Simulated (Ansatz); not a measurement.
**H₄Si₃: density, localisation and related maps**

The calculation's input:

```
crystal:
  periodic: [false, false, false]
  atoms:
    - symbol: Si
      position_ang: [-2.737112, -1.766384, 2.137495]
    - symbol: Si
      position_ang: [-1.425527, -3.519486, 1.924126]
    - symbol: Si
      position_ang: [-1.227784, -2.473094, -0.033212]
    - symbol: H
      position_ang: [-1.335474, -4.947850, 2.291680]
    - symbol: H
      position_ang: [-2.022412, -1.214556, 0.667220]
    - symbol: H
      position_ang: [-2.001177, -2.748858, -1.273316]
    - symbol: H
      position_ang: [-0.010100, -1.699045, -0.390476]
basis:
  gaussian:
    orbitals: def2-TZVPD
hamiltonian:
  xc: pbe0
output:
  forces: true
  orbitals: {seedname: orbitals}
```

Command:

```sh
ansatz run input.yaml --threads 2 --pin off --max-ram 4350MiB --events-out events.jsonl --progress --plain --runs-dir runs
```

Geometry: r2SCAN-D4/def2-TZVP.

Method: isolated molecule in a Gaussian basis; Kohn-Sham density functional theory, functional PBE0 in Ansatz 0.2.0.

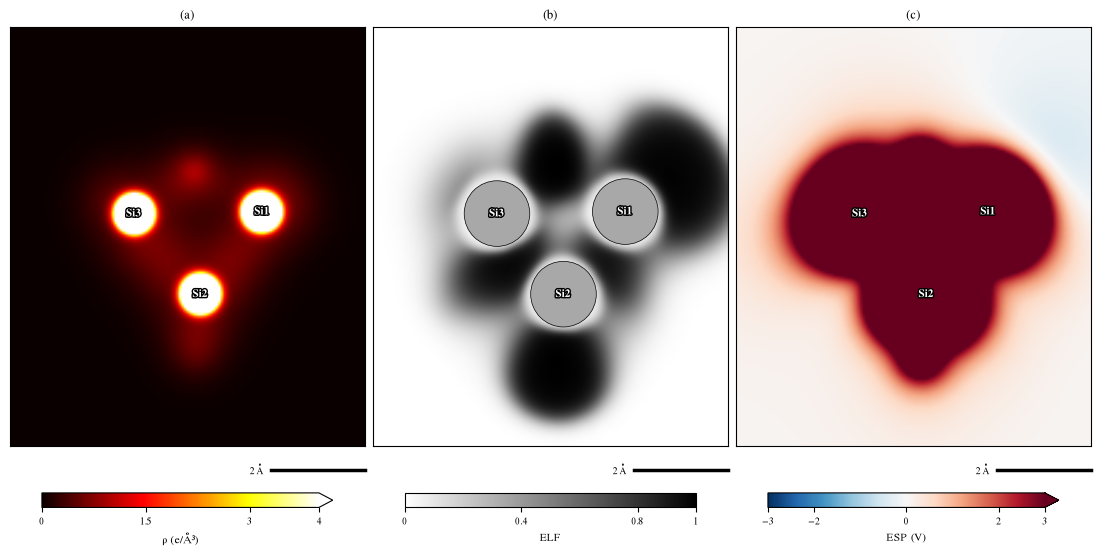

Figure 1. (a) total electron density; (b) electron localisation function; (c) molecular electrostatic potential on the plane of atoms Si1, Si2 and Si3. Grey discs cover the atomic cores in the ELF map.

Question: What does the map show?

Answer:
- The plane passes through Si nuclei.
- Si–Si (2.20 Å): ρ is about 0.65 e/Å³ halfway; the ELF peaks at about 0.90 between the atoms (a covalent bond).
- The ELF also peaks beside Si1, away from the bonds: lone-pair regions.
- Outside the dense part of the molecule the potential is most negative (−0.4 V) near Si1.

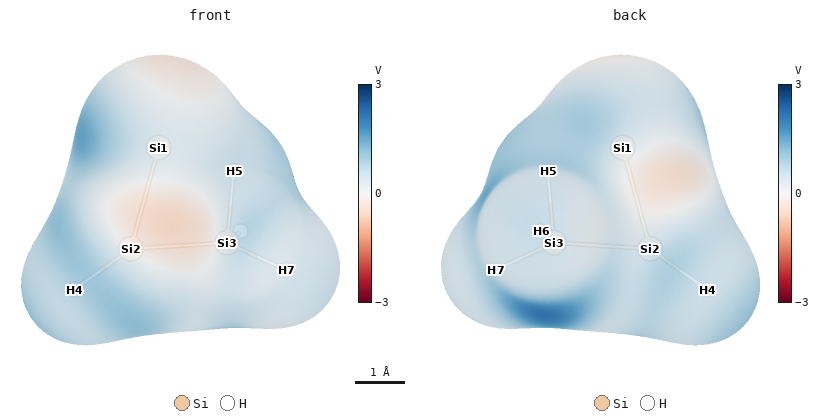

Figure 2. The molecular electrostatic potential painted on the density surface at 0.004 e/bohr³, seen from the front and from behind; the colour scale runs from red (negative) to blue (positive).

Question: Which sites attract a positive test charge, and which a negative one?

Answer: A positive charge is drawn to the negative regions and a negative charge to the positive ones. The most negative region (about −0.6 V) lies over Si1, the most positive (about +2.1 V) over Si3.

Question: How polar is the molecule by this calculation?

Answer: Its dipole moment is 1.01 D.

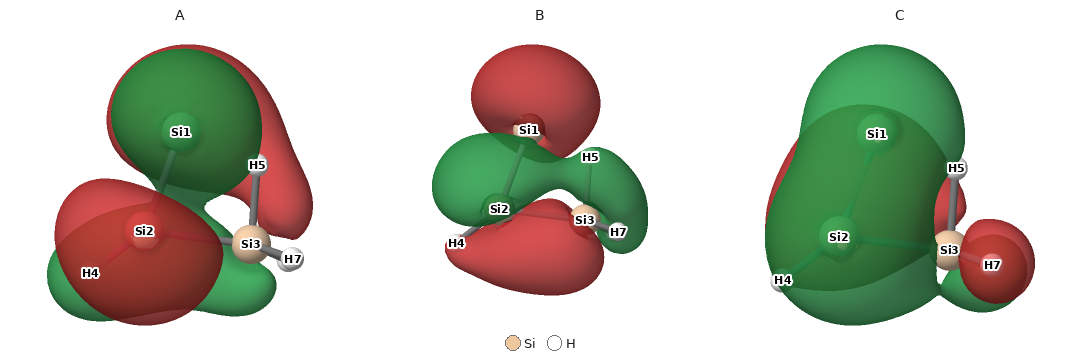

Figure 3. Three frontier orbitals at ±0.06 Å⁻³ᐟ² (green and red are the two phases), in no order.

Question: Which picture is the HOMO−1, the HOMO and the LUMO?

Answer: B is the HOMO−1 (−6.58 eV). It lies mainly on Si1 (about 45 %), Si2 (about 30 %) and Si3 (about 20 %). C is the HOMO (−6.08 eV). It lies mainly on Si2 (about 40 %), Si1 (about 40 %) and Si3 (about 10 %). A is the LUMO (−2.11 eV). By Hirshfeld shares it lies mainly on Si1 (about 45 %), Si2 (about 35 %) and Si3 (about 10 %).

Question: What is the HOMO–LUMO gap?

Answer: 3.97 eV between the orbital energies.

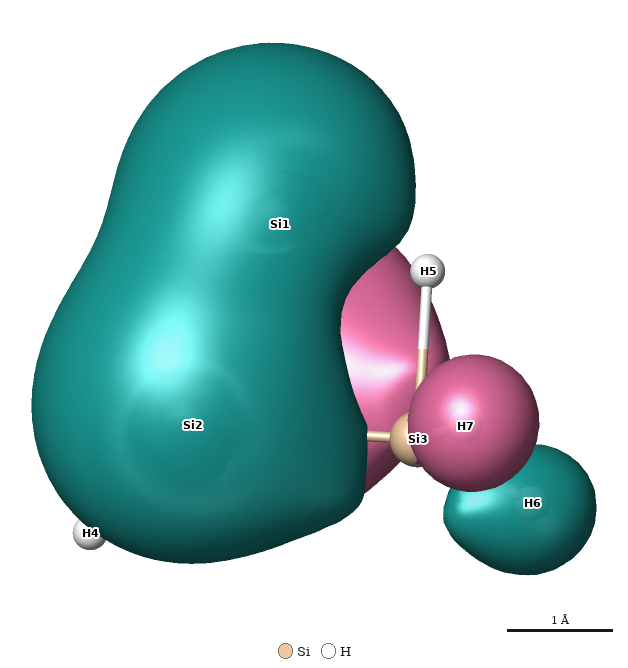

Figure 4. One frontier orbital at ±0.08 Å⁻³ᐟ² (teal and pink are the two phases), seen at a tilt.

Question: Which orbital is it: HOMO or LUMO?

Answer: The HOMO, at −6.08 eV. Its weight (Hirshfeld) is mainly on Si2 (about 40 %), Si1 (about 40 %) and Si3 (about 10 %).
